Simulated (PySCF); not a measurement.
# C3H13F3O3Si5: NMR shielding calculation

System: C3H13F3O3Si5.
Method: GIAO mPW1PW91/6-31G* NMR shielding, non-relativistic, gas phase (PySCF 2.14.0).

The geometry comes from this level: GFN2-xTB. Figures and captions count atoms from 1; the log counts them from 0 in places.

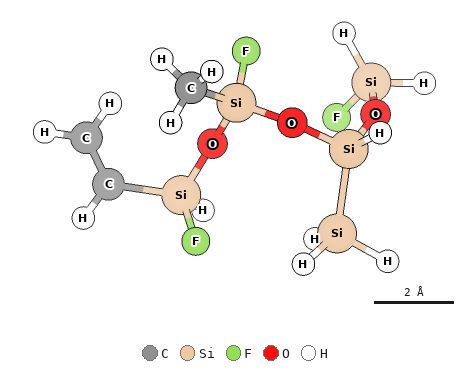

The input geometry (ball-and-stick view, seen at a tilt).

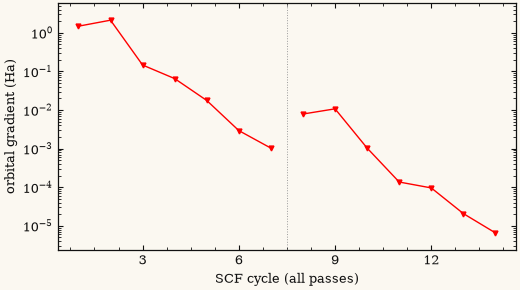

Convergence of the self-consistent field: orbital gradient against the SCF cycle. The dotted line marks the change from a coarse to the final integration grid. The first 7 cycles use a coarse grid, the final grid takes over at cycle 8, and the field converges after 14 cycles in all.

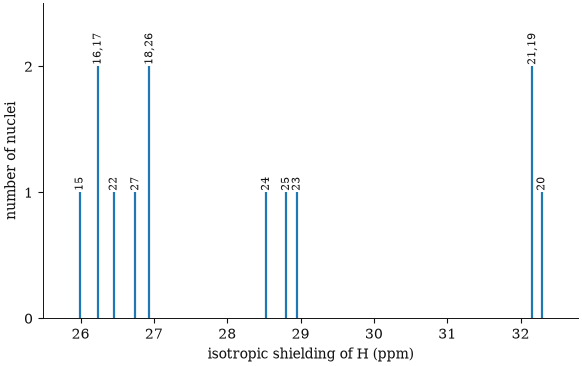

Isotropic shieldings of the hydrogen nuclei in this fixed geometry, labelled by atom number; shielding grows to the right, so chemical shift grows to the left. The least shielded is H15 (26.0 ppm), the most shielded H20 (32.3 ppm).

The input and output of the run follow.

Input:
```
{"job": {"xc": "mPW1PW91", "basis": "6-31G*", "kind": "nmr", "pop": false}, "charge": 0, "multiplicity": 1}
C     -3.569350    -0.342036    -2.141589
C     -3.649469    -0.398501    -0.819181
Si    -2.158494    -0.547583     0.315505
F     -2.276759     0.611567     1.433655
O     -0.792859    -0.277245    -0.496212
Si     0.342398     0.619474    -1.212237
C     -0.346841     2.043789    -2.228716
F      1.086902    -0.440456    -2.169116
O      1.410902     1.128292    -0.135789
Si     2.320597     0.749672     1.175025
Si     0.974628     0.322980     2.983727
O      3.210801    -0.574789     0.834891
Si     3.352929    -2.045229     0.196379
F      2.052559    -2.888702     0.644148
H     -4.435145    -0.282039    -2.783427
H     -2.608668    -0.336401    -2.631196
H     -4.630268    -0.395378    -0.358041
H     -1.984943    -1.790851     1.039394
H     -1.186814     2.519675    -1.730572
H     -0.691957     1.681963    -3.193494
H      0.401460     2.807948    -2.415480
H      3.341468     1.799158     1.090456
H      1.772089     0.320074     4.222936
H      0.274029    -0.969971     2.956065
H     -0.051321     1.354512     3.178257
H      4.475637    -2.647690     0.908372
H      3.346591    -1.995809    -1.250277
```

The first line tells a small driver script what to run in PySCF; the rest is the geometry in Å.

Launch command:
```bash
OMP_NUM_THREADS=1 python <driver script> task.json out
```

The program's output:
```
coarse grid: 25960 points
cycle   1  E = -2094.7545618172  dE =  1.700e+00  |g| = 1.486e+00  |ddm| = 4.878e+00
cycle   2  E = -2094.3360240759  dE =  4.185e-01  |g| = 2.127e+00  |ddm| = 2.682e+00
cycle   3  E = -2095.1498708745  dE = -8.138e-01  |g| = 1.466e-01  |ddm| = 1.712e+00
cycle   4  E = -2095.1540131071  dE = -4.142e-03  |g| = 6.522e-02  |ddm| = 1.839e-01
cycle   5  E = -2095.1548339509  dE = -8.208e-04  |g| = 1.769e-02  |ddm| = 5.421e-02
cycle   6  E = -2095.1548962668  dE = -6.232e-05  |g| = 2.934e-03  |ddm| = 1.538e-02
cycle   7  E = -2095.1548982686  dE = -2.002e-06  |g| = 1.030e-03  |ddm| = 3.567e-03
final grid: 231528 points
cycle   8  E = -2095.0327566322  dE = -2.360e-05  |g| = 7.875e-03  |ddm| = 2.251e-02
cycle   9  E = -2095.0327456556  dE =  1.098e-05  |g| = 1.074e-02  |ddm| = 1.461e-02
cycle  10  E = -2095.0327711196  dE = -2.546e-05  |g| = 1.034e-03  |ddm| = 8.517e-03
cycle  11  E = -2095.0327713663  dE = -2.467e-07  |g| = 1.363e-04  |ddm| = 9.225e-04
cycle  12  E = -2095.0327713688  dE = -2.451e-09  |g| = 9.584e-05  |ddm| = 1.831e-04
cycle  13  E = -2095.0327713708  dE = -2.013e-09  |g| = 2.074e-05  |ddm| = 8.473e-05
cycle  14  E = -2095.0327713709  dE = -1.028e-10  |g| = 6.549e-06  |ddm| = 2.425e-05
converged SCF energy = -2095.0327713709

GIAO shielding tensors (ppm)
atom      isotropic    diamagn.    paramagn.     s11        s22        s33       span
  0 C       63.198     259.196    -195.998    -50.954     60.277    180.270    231.224
  1 C       70.219     257.504    -187.285    -30.186     62.283    178.561    208.747
  2 Si     433.303     886.202    -452.899    410.747    437.021    452.140     41.393
  3 F      333.283     472.951    -139.669    269.230    355.021    375.597    106.366
  4 O      246.224     404.877    -158.653    189.239    258.457    290.976    101.737
  5 Si     461.177     886.894    -425.717    439.794    445.719    498.019     58.224
  6 C      197.699     255.387     -57.688    192.497    194.756    205.844     13.347
  7 F      324.847     473.983    -149.135    277.065    297.026    400.451    123.387
  8 O      228.002     403.506    -175.504    173.915    253.252    256.840     82.925
  9 Si     414.606     882.911    -468.304    385.464    406.646    451.709     66.245
 10 Si     498.610     884.837    -386.227    491.652    494.815    509.362     17.710
 11 O      233.317     397.687    -164.369    199.332    245.745    254.875     55.543
 12 Si     424.312     882.291    -457.979    409.995    427.056    435.885     25.890
 13 F      341.135     475.768    -134.633    264.209    357.869    401.327    137.118
 14 H       25.988      27.353      -1.365     23.891     25.537     28.536      4.645
 15 H       26.229      36.824     -10.595     22.744     25.833     30.112      7.368
 16 H       26.238      26.276      -0.038     24.792     26.190     27.733      2.941
 17 H       26.917      34.343      -7.426     23.279     25.102     32.371      9.093
 18 H       32.181      33.942      -1.760     27.725     31.033     37.786     10.061
 19 H       32.285      31.620       0.665     28.049     29.691     39.115     11.066
 20 H       32.139      30.902       1.237     27.017     29.850     39.548     12.531
 21 H       26.451      29.069      -2.619     22.672     23.808     32.872     10.200
 22 H       28.947      29.459      -0.513     25.512     26.446     34.883      9.371
 23 H       28.528      34.793      -6.266     26.003     27.750     31.829      5.826
 24 H       28.801      33.132      -4.331     25.062     28.205     33.136      8.074
 25 H       26.961      27.326      -0.365     22.979     24.149     33.753     10.774
 26 H       26.747      31.681      -4.933     22.684     25.935     31.623      8.938
```

Key numbers:

- outcome: converged
- total energy: −2095.032771 hartree
- HOMO: −8.09 eV
- LUMO: −0.48 eV
- dipole moment: 2.16 D
- isotropic shielding, C: 63.2 to 197.7 ppm
- isotropic shielding, Si: 414.6 to 498.6 ppm
- isotropic shielding, F: 324.8 to 341.1 ppm
- isotropic shielding, O: 228.0 to 246.2 ppm
- isotropic shielding, H: 26.0 to 32.3 ppm
- hardware: 1 CPU thread, shared host
- wall time: 70 s
- peak memory: 1.6 GiB
